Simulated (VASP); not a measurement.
Input:

```xyz
2
Lattice="0.0000 3.5412 3.5412 3.5412 0.0000 3.5412 3.5412 3.5412 0.0000" Properties=species:S:1:pos:R:3 pbc="T T T"
Ba     0.0000     0.0000     0.0000
Te     3.5412     3.5412     3.5412
```

Calculation: TPSS meta-GGA, VASP's PBE PAW potentials (set 64) (plane waves; VASP). Run with 520 eV cut-off, 7×7×7 Γ-centred mesh, tetrahedra with Blöchl corrections, potentials Ba_sv Te.

Unless said otherwise, spin-orbit coupling is left out, though it shifts the bands of the heavy elements here.

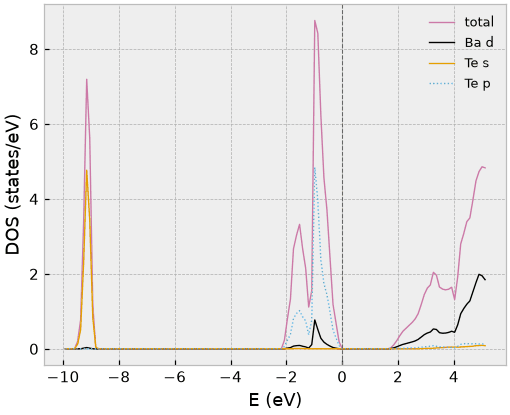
Figure. Total and projected density of states, zero at the valence-band maximum

Within 2 eV below the valence-band maximum the largest weight inside VASP's projection spheres is Te p.

The gap is indirect, 1.66 eV, from the valence maximum at Γ to the conduction minimum at X.

The compound is BaTe in the rock salt structure. It was relaxed first.
